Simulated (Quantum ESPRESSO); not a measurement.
# Collinear magnetic orders of GeRh with Quantum ESPRESSO

Does GeRh prefer parallel or opposed moments?

Main program and level: Quantum ESPRESSO 7.5; LDA; plane waves with GBRV 1.5 LDA potentials, no spin-orbit coupling.

## Step 1: Starting point

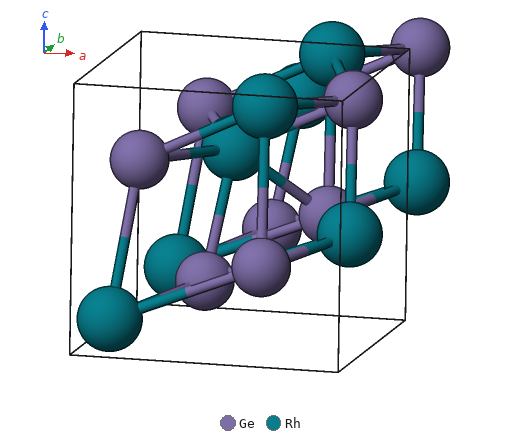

Start, viewed slightly off an axis; germanium purple, rhodium blue. 1×2×1 cells are drawn.

The cell comes from Materials Project 2023-11-01, a database of computed structures, and need not be the stable phase.

## Step 2: Run 1 (ferro ++++)

The signs are those of the starting moments on the seeded atoms, the atoms that are given a moment.

pw.in reads:

```
&CONTROL
  calculation = 'scf'
  prefix = 'pwscf'
  outdir = './tmp'
  pseudo_dir = './pseudo'
  disk_io = 'nowf'
/
&SYSTEM
  ibrav = 0
  celldm(1) = 8
  nat = 8
  ntyp = 2
  ecutwfc = 40
  ecutrho = 280
  nbnd = 74
  occupations = 'smearing'
  smearing = 'fd'
  degauss = 0.00734986
  nspin = 2
  starting_magnetization(1) = 0
  starting_magnetization(2) = 0.0667
/
&ELECTRONS
  conv_thr = 1.6d-08
  electron_maxstep = 150
  mixing_beta = 0.3
/
ATOMIC_SPECIES
Ge     72.6300 ge_lda_v1.4.uspp.F.UPF
Rh    102.9055 rh_lda_v1.4.uspp.F.UPF
CELL_PARAMETERS alat
   1.1594388724772    0.0000000000000    0.0000000000000
   0.0000000000000    1.1594388724772    0.0000000000000
   0.0000000000000    0.0000000000000    1.1594388724772
ATOMIC_POSITIONS crystal
Ge      0.1662818700    0.3337181300    0.6662818700
Ge      0.3337181300    0.6662818700    0.1662818700
Ge      0.6662818700    0.1662818700    0.3337181300
Ge      0.8337181300    0.8337181300    0.8337181300
Rh      0.8822094400    0.6177905600    0.3822094400
Rh      0.6177905600    0.3822094400    0.8822094400
Rh      0.3822094400    0.8822094400    0.6177905600
Rh      0.1177905600    0.1177905600    0.1177905600
K_POINTS automatic
6 6 6 0 0 0
```

On the command line:

```bash
$ OMP_NUM_THREADS=1 mpirun -n 4 pw.x -nk 4 -in pw.in > pw.out
```

What it wrote:

```text
Program PWSCF v.7.5 starts

     Message from routine setup:
     using ibrav=0 with symmetry is DISCOURAGED, use correct ibrav instead

     K-points division:     npool     =       4
     Subspace diagonalization in iterative solution of the eigenvalue problem:

     G-vector sticks info
     --------------------
     sticks:   dense  smooth     PW     G-vecs:    dense   smooth      PW
     Sum        1917    1093    333                63077    27201    4457

     Using Slab Decomposition

     bravais-lattice index     =            0
     lattice parameter (alat)  =       8.0000  a.u.
     unit-cell volume          =     798.0196 (a.u.)^3
     number of atoms/cell      =            8
     number of atomic types    =            2
     number of electrons       =       116.00
     number of Kohn-Sham states=           74
     kinetic-energy cutoff     =      40.0000  Ry
     charge density cutoff     =     280.0000  Ry
     scf convergence threshold =      1.6E-08
     mixing beta               =       0.3000
     number of iterations used =            8  plain     mixing
     Exchange-correlation=  SLA  PZ   NOGX NOGC
                           (   1   1   0   0   0   0   0)

     celldm(1)=   8.000000  celldm(2)=   0.000000  celldm(3)=   0.000000
     celldm(4)=   0.000000  celldm(5)=   0.000000  celldm(6)=   0.000000

     crystal axes: (cart. coord. in units of alat)
               a(1) = (   1.159439   0.000000   0.000000 )
               a(2) = (   0.000000   1.159439   0.000000 )
               a(3) = (   0.000000   0.000000   1.159439 )

     reciprocal axes: (cart. coord. in units 2 pi/alat)
               b(1) = (  0.862486  0.000000  0.000000 )
               b(2) = (  0.000000  0.862486  0.000000 )
               b(3) = (  0.000000  0.000000  0.862486 )

     PseudoPot. # 1 for Ge read from file:
     ge_lda_v1.4.uspp.F.UPF
     Pseudo is Ultrasoft + core correction, Zval = 14.0
     Generated by new atomic code, or converted to UPF format
     Using radial grid of  873 points,  6 beta functions with:
                l(1) =   0
                l(2) =   0
                l(3) =   1
                l(4) =   1
                l(5) =   2
                l(6) =   2
     Q(r) pseudized with  8 coefficients,  rinner =    1.400   1.400   1.400
                                                       1.400   1.400

     PseudoPot. # 2 for Rh read from file:
     rh_lda_v1.4.uspp.F.UPF
     Pseudo is Ultrasoft + core correction, Zval = 15.0
     Generated by new atomic code, or converted to UPF format
     Using radial grid of  969 points,  7 beta functions with:
                l(1) =   0
                l(2) =   0
                l(3) =   1
                l(4) =   1
                l(5) =   2
                l(6) =   2
                l(7) =   2
     Q(r) pseudized with  8 coefficients,  rinner =    1.200   1.200   1.200
                                                       1.200   1.200

     atomic species   valence    mass     pseudopotential
     Ge               14.00    72.63000     Ge( 1.00)
     Rh               15.00   102.90550     Rh( 1.00)

     Starting magnetic structure
     atomic species   magnetization
     Ge              0.000
     Rh              0.067

     12 Sym. Ops. (no inversion) found ( 9 have fractional translation)

   Cartesian axes

     site n.     atom                  positions (alat units)
         1        Ge     tau(   1) = (   0.1927937   0.3869258   0.7725131  )
         2        Ge     tau(   2) = (   0.3869258   0.7725131   0.1927937  )
         3        Ge     tau(   3) = (   0.7725131   0.1927937   0.3869258  )
         4        Ge     tau(   4) = (   0.9666452   0.9666452   0.9666452  )
         5        Rh     tau(   5) = (   1.0228679   0.7162904   0.4431485  )
         6        Rh     tau(   6) = (   0.7162904   0.4431485   1.0228679  )
         7        Rh     tau(   7) = (   0.4431485   1.0228679   0.7162904  )
         8        Rh     tau(   8) = (   0.1365710   0.1365710   0.1365710  )

     number of k points=    24  Fermi-Dirac smearing, width (Ry)=  0.0073
                       cart. coord. in units 2pi/alat
        k(    1) = (   0.0000000   0.0000000   0.0000000), wk =   0.0046296
        k(    2) = (   0.0000000   0.0000000   0.1437477), wk =   0.0277778
        k(    3) = (   0.0000000   0.0000000   0.2874954), wk =   0.0277778
        k(    4) = (   0.0000000   0.0000000  -0.4312431), wk =   0.0138889
        k(    5) = (   0.0000000   0.1437477   0.1437477), wk =   0.0555556
        [... 19 further k-points ...]

     Dense  grid:    63077 G-vectors     FFT dimensions: (  50,  50,  50)

     Smooth grid:    27201 G-vectors     FFT dimensions: (  40,  40,  40)

     Generating pointlists ...
     new r_m :   0.2353 (alat units)  1.8826 (a.u.) for type    1
     new r_m :   0.2353 (alat units)  1.8826 (a.u.) for type    2

     Initial potential from superposition of free atoms

     starting charge     113.9969, renormalised to     116.0000

     negative rho (up, down):  1.159E-01 1.012E-01
     Starting wfcs are   84 randomized atomic wfcs

     Self-consistent Calculation

     iteration #  1     ecut=    40.00 Ry     beta= 0.30
     Davidson diagonalization with overlap
     ethr =  1.00E-02,  avg # of iterations =  3.3

     Threshold (ethr) on eigenvalues was too large:
     Diagonalizing with lowered threshold

     Davidson diagonalization with overlap
     ethr =  9.80E-04,  avg # of iterations =  1.0

     negative rho (up, down):  1.146E-01 1.051E-01

     total energy              =   -1537.99990007 Ry
     estimated scf accuracy    <       1.15870825 Ry

     total magnetization       =     0.46 Bohr mag/cell
     absolute magnetization    =     0.92 Bohr mag/cell

     iteration #  2     ecut=    40.00 Ry     beta= 0.30
     Davidson diagonalization with overlap
     ethr =  9.99E-04,  avg # of iterations =  1.7

     negative rho (up, down):  1.129E-01 1.078E-01

     total energy              =   -1538.00485508 Ry
     estimated scf accuracy    <       0.23294708 Ry

     total magnetization       =     0.31 Bohr mag/cell
     absolute magnetization    =     0.68 Bohr mag/cell

     iteration #  3     ecut=    40.00 Ry     beta= 0.30
     Davidson diagonalization with overlap
     ethr =  2.01E-04,  avg # of iterations =  2.5

     negative rho (up, down):  1.120E-01 1.099E-01

     total energy              =   -1538.02520341 Ry
     estimated scf accuracy    <       0.04154148 Ry

     total magnetization       =     0.23 Bohr mag/cell
     absolute magnetization    =     0.53 Bohr mag/cell

     [... further iterations left out ...]

     iteration #  7     ecut=    40.00 Ry     beta= 0.30
     Davidson diagonalization with overlap
     ethr =  2.18E-07,  avg # of iterations =  2.1

     negative rho (up, down):  1.114E-01 1.115E-01

     total energy              =   -1538.03444176 Ry
     estimated scf accuracy    <       0.00003566 Ry

     total magnetization       =     0.00 Bohr mag/cell
     absolute magnetization    =     0.02 Bohr mag/cell

     iteration #  8     ecut=    40.00 Ry     beta= 0.30
     Davidson diagonalization with overlap
     ethr =  3.07E-08,  avg # of iterations =  1.5

     negative rho (up, down):  1.114E-01 1.114E-01

     total energy              =   -1538.03444776 Ry
     estimated scf accuracy    <       0.00000067 Ry

     total magnetization       =     0.00 Bohr mag/cell
     absolute magnetization    =     0.00 Bohr mag/cell

     iteration #  9     ecut=    40.00 Ry     beta= 0.30
     Davidson diagonalization with overlap
     ethr =  5.77E-10,  avg # of iterations =  3.2

     negative rho (up, down):  1.114E-01 1.114E-01

     total energy              =   -1538.03444799 Ry
     estimated scf accuracy    <       0.00000014 Ry

     total magnetization       =     0.00 Bohr mag/cell
     absolute magnetization    =     0.00 Bohr mag/cell

     iteration # 10     ecut=    40.00 Ry     beta= 0.30
     Davidson diagonalization with overlap
     ethr =  1.20E-10,  avg # of iterations =  2.0

     negative rho (up, down):  1.114E-01 1.114E-01

     Magnetic moment per site  (integrated on atomic sphere of radius R)
     atom   1 (R=0.235)  charge= 11.7514  magn= -0.0000
     atom   2 (R=0.235)  charge= 11.7514  magn= -0.0000
     atom   3 (R=0.235)  charge= 11.7514  magn= -0.0000
     atom   4 (R=0.235)  charge= 11.7514  magn= -0.0000
     atom   5 (R=0.235)  charge= 12.4406  magn=  0.0000
     atom   6 (R=0.235)  charge= 12.4406  magn=  0.0000
     atom   7 (R=0.235)  charge= 12.4406  magn=  0.0000
     atom   8 (R=0.235)  charge= 12.4406  magn=  0.0000

     End of self-consistent calculation

     [... lines left out ...]
     the Fermi energy is    16.9501 ev

!    total energy              =   -1538.03444804 Ry
     estimated scf accuracy    <       0.00000001 Ry
     smearing contrib. (-TS)   =      -0.00514234 Ry
     internal energy E=F+TS    =   -1538.02930570 Ry

     The total energy is F=E-TS. E is the sum of the following terms:
     one-electron contribution =    -533.16692263 Ry
     hartree contribution      =     380.26283144 Ry
     xc contribution           =    -349.07713367 Ry
     ewald contribution        =   -1036.04808084 Ry

     total magnetization       =     0.00 Bohr mag/cell
     absolute magnetization    =     0.00 Bohr mag/cell

     convergence has been achieved in  10 iterations

=------------------------------------------------------------------------------=
   JOB DONE.
=------------------------------------------------------------------------------=
```

Wall time 79 s (4 MPI ranks of Arm Neoverse V1, shared host); peak memory 0.85 GiB; 5.2 min of CPU time.

The spin moment in the atom's sphere vanishes on all atoms.

Read from the output:

```
smearing term TS       : 0.06997 eV
magnetization          : 0 μB
absolute magnetization : 0 μB
final state            : non-magnetic
```

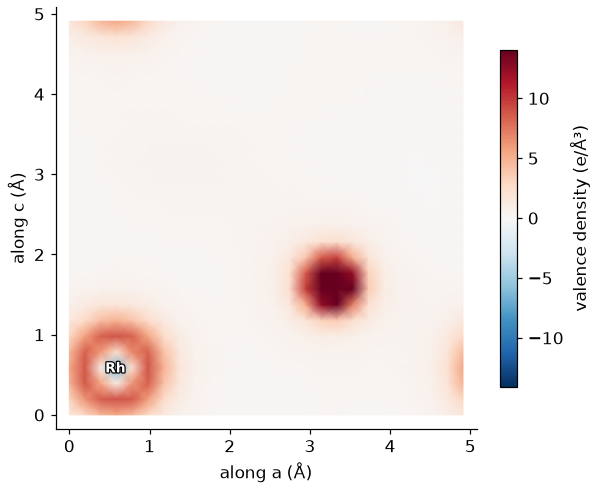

Valence density in the ac plane at fractional y = 0.118, with atoms of Rh within 0.2 Å of it. It is the smooth field of the valence electrons, not physical close to the nuclei.

[end of part 1 of 2]

[Logs and program files are shortened in this print: banners, set-up blocks, solver, clock and traceback lines can be left out without a mark of their own.]

[Logs are printed without paths, hosts, clocks, repeated set-up lines and the standing remarks that a program may print on its own settings, such as how far it seeks lower states.]

[Hosts, paths, dates, database ids (printed as entryN), source tags and the programs' standing remarks are cut or masked in the printed files.]

[Where a cell is said to come from a database of computed structures, the database is the Materials Project.]
